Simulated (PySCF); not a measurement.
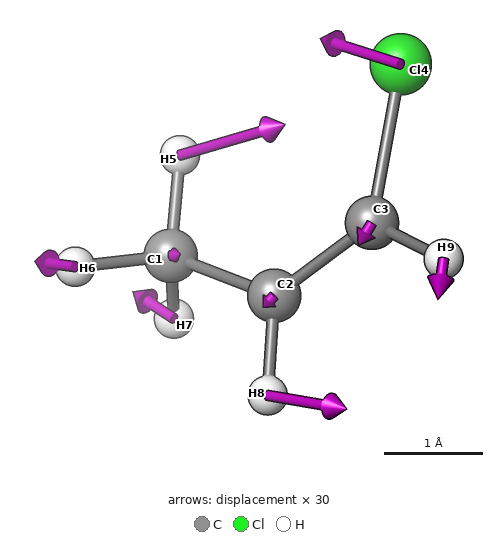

A relaxation of C3H5Cl. The starting structure is drawn; purple arrows show the displacements, magnified 30 times. The two geometries are superimposed by the best rigid fit.

Style: ball-and-stick. Shown at a tilt.

The start comes from MMFF94s.

The calculation used PBE0-D3(BJ)/def2-SVP geometry optimisation, gas phase in PySCF. 

What happened in the run?

The atom that moves furthest after the best rigid fit is H5 (0.047 Å). By element the largest moves are H 0.047 Å, Cl 0.042 Å, C 0.010 Å. Some distances before and after: C3–Cl4 1.711 → 1.731 Å, C3–H9 1.083 → 1.092 Å, C1–C2 1.495 → 1.488 Å, C1–H5 1.093 → 1.098 Å. Among the angles between lasting bonds that change: C1–C2–H8 115.2° → 117.6°, C3–C2–H8 117.6° → 115.3°. Over 9 geometry steps the energy falls by 2.28 kJ/mol.
